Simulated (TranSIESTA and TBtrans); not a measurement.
Junction: Ge chain with one bond stretched by 0.6 Å. Leads: straight Ge chain, spacing 2.4 Å. Geometry: as built, not relaxed.

Method: TranSIESTA and TBtrans, PBE, DZP numerical orbitals (energy shift 0.15 eV), PseudoDojo norm-conserving scalar-relativistic potentials, mesh cutoff 200 Ry, 300 K, no spin polarisation, no spin-orbit coupling; self-consistent non-equilibrium Green functions.

Energies count from the leads' Fermi level. Transmissions are for one spin of a degenerate pair. The energy step is 0.01 eV; narrower resonances are cut or missed.

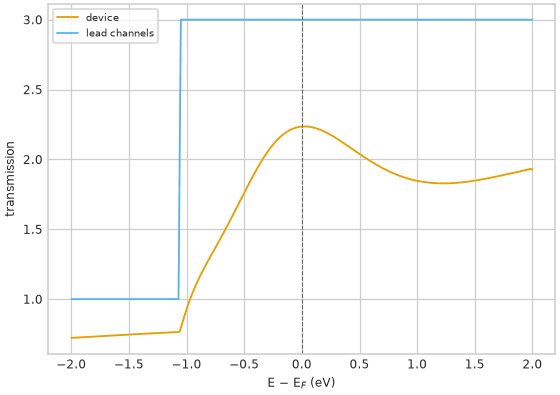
*Transmission against energy*

| E (eV) | T | lead channels |
|---|---|---|
| -2.00 | 0.72 | 1 |
| -1.80 | 0.73 | 1 |
| -1.60 | 0.74 | 1 |
| -1.40 | 0.75 | 1 |
| -1.20 | 0.76 | 1 |
| -1.00 | 0.93 | 3 |
| -0.80 | 1.29 | 3 |
| -0.60 | 1.60 | 3 |
| -0.40 | 1.92 | 3 |
| -0.20 | 2.15 | 3 |
| 0.00 | 2.24 | 3 |
| 0.20 | 2.20 | 3 |
| 0.40 | 2.10 | 3 |
| 0.60 | 1.98 | 3 |
| 0.80 | 1.90 | 3 |
| 1.00 | 1.85 | 3 |
| 1.20 | 1.83 | 3 |
| 1.40 | 1.84 | 3 |
| 1.60 | 1.86 | 3 |
| 1.80 | 1.90 | 3 |
| 2.00 | 1.93 | 3 |

The straight chain is held at its spacing; free chains may zigzag or dimerise. No spin-polarised start was tried, so a magnetic state, if there is one, is missed.
